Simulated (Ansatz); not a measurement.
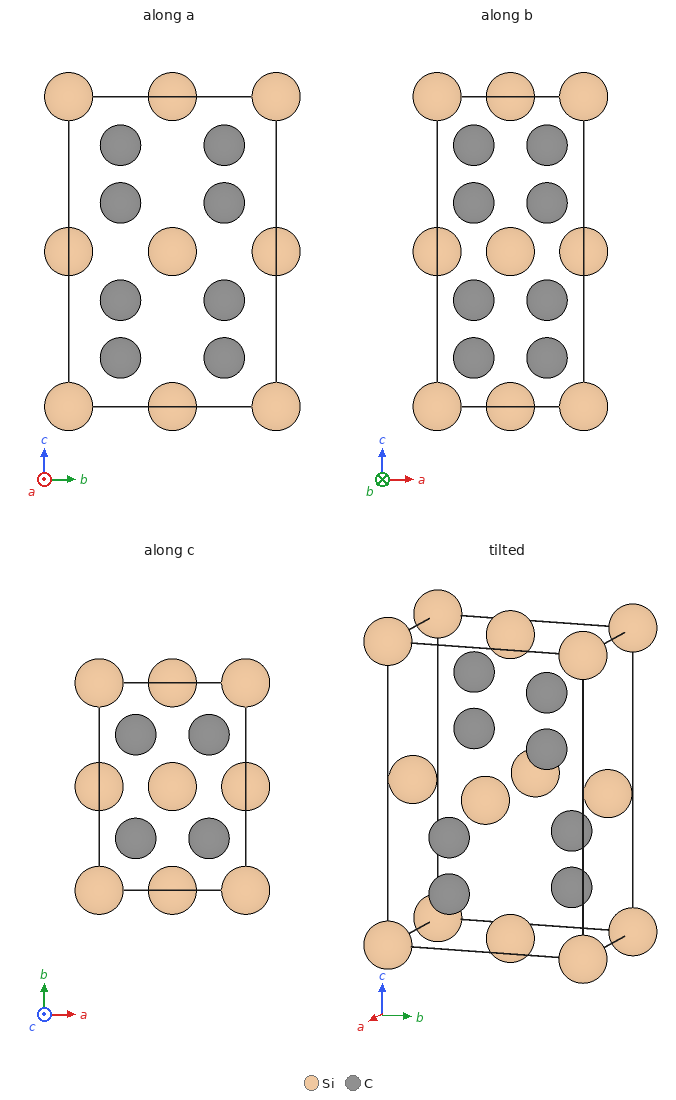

Spheres-only model, viewed along the a axis, along the b axis, along the c axis and slightly off an axis. Atoms at the boundary of the conventional unit cell (the box) are drawn once for each face, edge or corner they touch.

Lattice parameters: a = 3.4693 Å, b = 4.9119 Å, c = 7.3381 Å, α = 90.000°, β = 90.000°, γ = 90.000°.

Q: Convert the drawing into a CIF with its space group and independent sites, with free fractional coordinates to two decimals.

A:
```cif
data_structure
_symmetry_space_group_name_H-M 'F 2 2 2'
_symmetry_Int_Tables_number 22
_cell_length_a 3.4693
_cell_length_b 4.9119
_cell_length_c 7.3381
_cell_angle_alpha 90.000
_cell_angle_beta 90.000
_cell_angle_gamma 90.000
_cell_volume 125.05
loop_
_atom_site_label
_atom_site_type_symbol
_atom_site_symmetry_multiplicity
_atom_site_Wyckoff_symbol
_atom_site_fract_x
_atom_site_fract_y
_atom_site_fract_z
_atom_site_occupancy
Si1 Si 4 a 0.50 0.50 0.00 1
C1 C 8 h 0.75 0.25 0.34 1
```

Provenance: a structure type filled with these elements by a generator (whether the compound takes this form wasn't checked). Relaxation method: Ansatz, DFT PBE, scalar-relativistic, plane waves, PAW.
